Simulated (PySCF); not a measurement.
Input file:

```
{"job": {"kind": "epr", "basis": "pcH-1"}, "charge": 1, "multiplicity": 2}
N     -2.296486     3.226510    -0.451755
C     -1.774897     2.225615    -0.319716
B     -1.029900     0.857294    -0.153941
O     -1.791527    -0.251618     0.017527
B     -1.119816    -1.428111     0.207101
O      0.201926    -1.452797     0.276401
B      1.008144    -0.352284     0.053583
N      2.390093    -0.396183     0.071705
O      0.294299     0.815707    -0.189672
H     -1.763507    -2.413147     0.302943
H      2.972106     0.427251     0.035623
H      2.910762    -1.258922     0.124176
```

Run with:

```sh
OMP_NUM_THREADS=1 python probes_run.py task.json out
```

Geometry: GFN2-xTB.

All numbers below come from PySCF, UKS B3LYP, pcH-1 on B C H N O, non-relativistic, mean-field spin-orbit, GIAO.

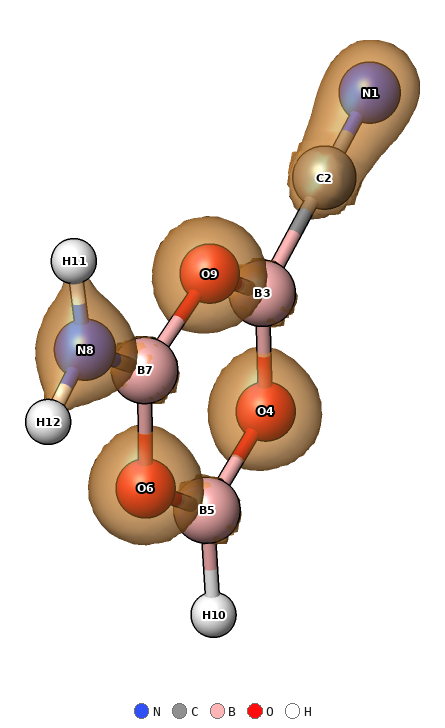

CH$_{3}$B$_{3}$N$_{2}$O$_{3}$ (charge +1, doublet). Isosurface of the electron density at 2 e/Å³ (orange), seen at an oblique angle.

What does this surface tell about the bonding?

Answer. At this value the surface falls into nine separate pieces. It bridges the sampled C–N (1.14 Å) contacts, where the density stays above the isovalue. It is pinched off along the sampled B–O (1.32 Å), B–N (1.38 Å) and C–B (1.57 Å) contacts. On the grid the lowest density along these lines, outside the cores, is 3.4 e/Å³ (C–N, 1.14 Å), 1.7 e/Å³ (B–O, 1.32 Å), 1.6 e/Å³ (B–N, 1.38 Å) and 1.2 e/Å³ (C–B, 1.57 Å).
